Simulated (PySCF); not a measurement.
System: C$_{4}$H$_{11}$SSi (doublet).

```xyz
17

C     2.8290   -0.4895   -0.6628
Si    1.4813    0.5112    0.2204
C    -0.2313   -0.1546   -0.2825
C    -1.3855    0.6821    0.3023
C    -2.7104    0.1501   -0.0861
S    -3.3998   -1.2133    0.7116
H     3.8168   -0.1219   -0.4038
H     2.7270   -0.4251   -1.7425
H     2.7899   -1.5404   -0.3906
H     1.6304    0.3895    1.6779
H     1.5741    1.9284   -0.1554
H    -0.3493   -1.1887    0.0496
H    -0.3294   -0.1680   -1.3697
H    -1.2956    1.7084   -0.0628
H    -1.2921    0.7003    1.3924
H    -3.0471    0.2481   -1.1037
H    -2.8148   -1.0048    1.8957
```

Geometry: GFN2-xTB.

The calculation used UKS B3LYP, pcH-1 on C H S Si, non-relativistic, mean-field spin-orbit, GIAO (PySCF).

### What can the converged electron density, electron localisation function and spin density tell about the bonding?

C–C (1.48 Å): ρ at the midpoint is about 1.8 e/Å³; the ELF peaks at about 0.95 between the atoms; localised, covalent bonding.
C–Si (1.90 Å): ρ is about 0.92 e/Å³ halfway; the ELF peaks at about 0.95 between the atoms: a covalent bond.
C–H (1.09 Å): the density is about 2 e/Å³ at the midpoint; the ELF climbs to about 1 towards the hydrogen, as it does in any bond to H; a covalent bond by its length.
C–C (1.54 Å): ρ at the midpoint is about 1.6 e/Å³; the ELF peaks at about 0.95 between the atoms; a covalent bond.
The unpaired spin (1 electron) lies mostly on C5 (about 0.6) and S6 (about 0.2), in electrons by Hirshfeld's partition.

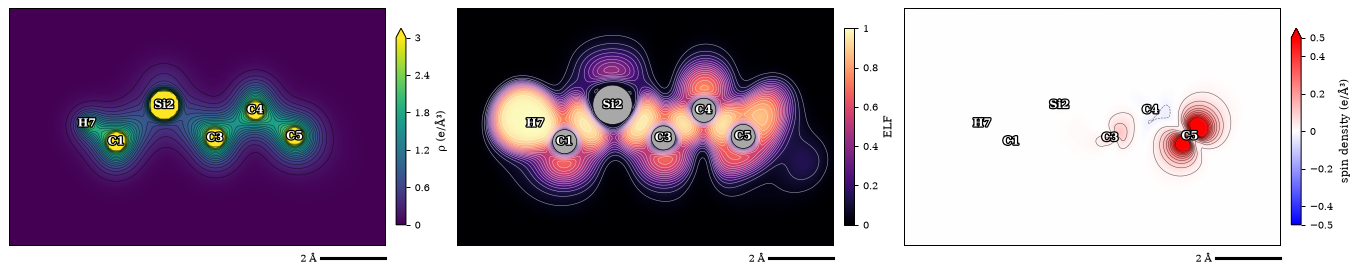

Computed electron density, electron localisation function and spin density on the plane of atoms Si2, C1 and H7, in this order. Grey discs cover the atomic cores in the ELF map. 
